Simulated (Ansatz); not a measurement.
# Generalised stacking-fault energy along a line for LiH (rock salt)

Generalised stacking fault of LiH (rock salt) on the {110} plane. The cell below holds the perfect crystal with the plane normal along z; tilting its third vector by the shift puts one fault into each cell, between planes 1.42 Å apart, at fixed cell height.

```
CELL_PARAMETERS angstrom
      2.83346     0.00000     0.00000
      0.00000     4.00712     0.00000
      1.41673     2.00356     4.25019
ATOMIC_POSITIONS crystal
  H  0.00000 0.00000 0.83333
  H  0.33333 0.33333 0.16667
  H  0.66667 0.66667 0.50000
  Li 0.00000 0.50000 0.83333
  Li 0.33333 0.83333 0.16667
  Li 0.66667 0.16667 0.50000
```

In-plane vectors a = (2.833, 0.000) Å, b = (0.000, 4.007) Å, area 11.35 Å². The shift is s times the vector a (length 2.833 Å), so s = 1 restores the start. The shift is rigid: no atom relaxes. γ = [E(shift) − E(0)] / area.

Method: PBE (plane waves to 420 eV, PAW, scalar-relativistic; Ansatz, a first-principles code). k mesh 10×10×10 (Γ-centred), Fermi-Dirac smearing 0.05 eV. E is the zero-smearing estimate. Faults lie only 4.3 Å apart, and holding the cell height and the atoms raises γ above its relaxed value. LiH was relaxed with its symmetry unable to fall. γ is measured from zero shift.

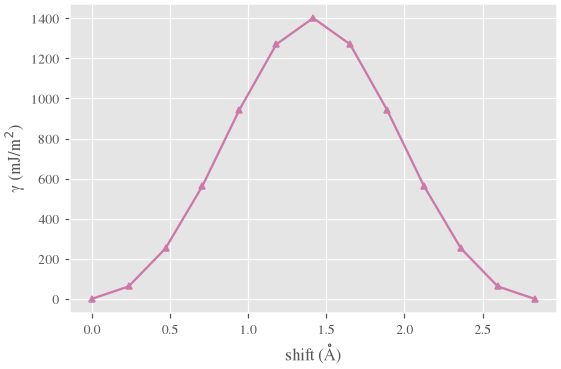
*γ (mJ/m²) against shift (Å); markers are the computed points, lines only join them (the last repeats the first, one period on).*

The highest computed γ on the line is 1401 mJ/m² and the steepest slope dγ/d(shift) before the first maximum (spline) is 16 GPa. Position of the highest point: s = 0.500. Local minima between the ends: no computed point is one.

A slope of 1 mJ/m² per Å is 0.01 GPa.

(The slope of γ gives the shear force per area between the displaced halves; near zero shift its curvature is an elastic stiffness.)
